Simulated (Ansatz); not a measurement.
Three curves of one kind of scan: energy against volume (even scaling of the relaxed cell, symmetry kept). All values below come from PBEsol (plane waves to 420 eV, PAW, scalar-relativistic; Ansatz, a quantum-chemistry and plane-wave program). Each is measured from its own zero (the relaxed starting cell). 

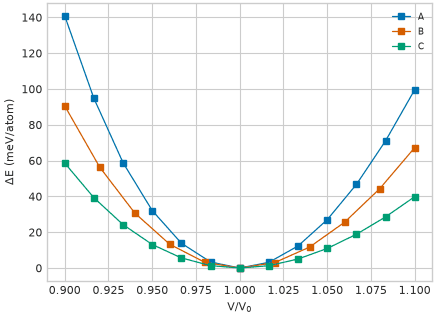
*Curves A, B and C.*

**Question.** Which curve belongs to the crystal with a fitted bulk modulus of 259 GPa and a relaxed volume of 9.60 Å³/atom?

**Answer.** Curve B, Si$_{3}$N$_{4}$ (space group I-43d): near the minimum ΔE ≈ ½·B₀·V₀·(V/V₀ − 1)², with B₀·V₀ = 16 eV/atom.

All were relaxed with their symmetry unable to fall. Spin-orbit coupling is left out. TaC is run without spin polarisation. This is one of several known forms of Si3N4; the measured ambient cells at hand have space group No. 159 or 176.

(Under strain, the slope of the energy per volume gives the stress and its curvature an elastic modulus.)
